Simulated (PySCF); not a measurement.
Consider C₇H₁₃BSi.

Input

```
{"job": {"kind": "nmr", "xc": "PBE0", "basis": "pcSseg-1"}, "charge": 0, "multiplicity": 1}
C      1.792060     2.547561     1.573885
C      2.009931     2.594886     0.269604
Si     0.648377     2.525671    -1.049431
B     -0.422524     0.883724    -0.841216
C     -1.976007     0.941571    -0.589270
C      0.286569    -0.514828    -0.915725
C      1.403818    -0.932156     0.001972
C      1.323717    -2.399585    -0.270561
C      0.092138    -1.625817     0.079388
H      2.587356     2.585313     2.305026
H      0.794647     2.474809     1.980484
H      3.035308     2.665645    -0.072476
H     -0.102516     3.793314    -0.926796
H      1.355959     2.636340    -2.340760
H     -2.478293     1.687424    -1.204192
H     -2.142862     1.258247     0.442742
H     -2.492887    -0.008293    -0.713780
H      0.404767    -0.844234    -1.955009
H      1.986718    -0.369947     0.699907
H      1.726566    -3.074956     0.475275
H      1.451956    -2.754502    -1.288412
H     -0.623746    -1.761922     0.861605
```

Run with:

```sh
OMP_NUM_THREADS=1 python probes_run.py task.json out
```

Geometry: GFN2-xTB.

These are results of PBE0/pcSseg-1, SCF density, gas phase, non-relativistic (PySCF), not measurements.

What can the converged electron density and electron localisation function tell about the bonding?

C–B (1.57 Å): ρ at the midpoint is about 1.4 e/Å³; the ELF peaks at about 1 between the atoms; localised, covalent bonding.
C–H (1.08 Å): ρ is about 2 e/Å³ halfway; the ELF climbs to about 1 towards the hydrogen, as it does in any bond to H; an ordinary covalent bond to hydrogen.
C–C (1.50 Å): ρ at the midpoint is about 1.6 e/Å³; the ELF peaks at about 0.85 between the atoms, as expected for a covalent bond.

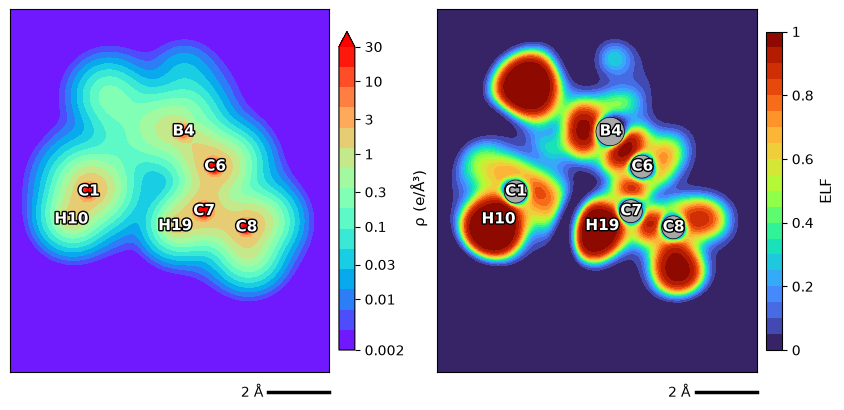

Computed electron density and electron localisation function on the plane of atoms C6, C7 and H19, in this order. Grey discs cover the atomic cores in the ELF map. 
